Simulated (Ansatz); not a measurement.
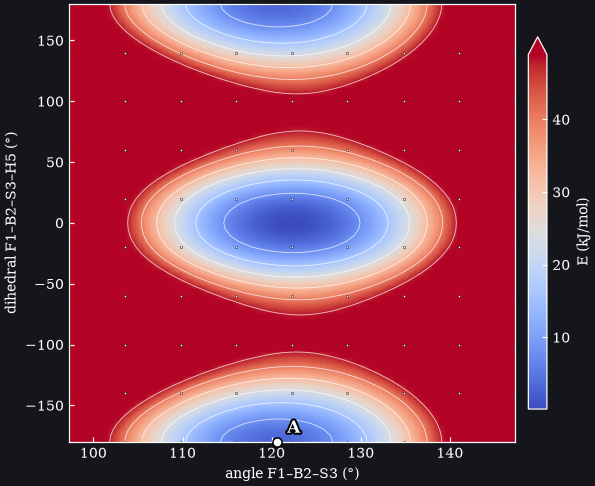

BBrFHS, SMILES FB(S)Br. The first coordinate is: angle F1–B2–S3; the second: dihedral F1–B2–S3–H5. Nothing is relaxed (all other coordinates rigid). The grid has 9 × 9 points; 45 points were computed and 36 follow by symmetry. Points are written as (first, second). Energies are in kJ/mol, from the relaxed molecule at the same level. All numbers below come from RKS B3LYP-D4/def2-TZVP (Ansatz).

The picture shows a smooth colour map with a few white contour lines, dots at the grid points, one colour for all values above the top of the scale, the well A. Between grid points the surface is interpolated.

Where is the minimum, and how stiff is the well along each coordinate? Take the well at A.

The interpolated minimum is at angle F1–B2–S3 ≈ 120.5°, dihedral F1–B2–S3–H5 ≈ −180°. The curvatures there are about 8.3 eV/rad² and 0.92 eV/rad², with a cross term of about 0 eV/rad². Round the minimum the two coordinates are nearly uncoupled. (1 eV is 96.5 kJ/mol.)
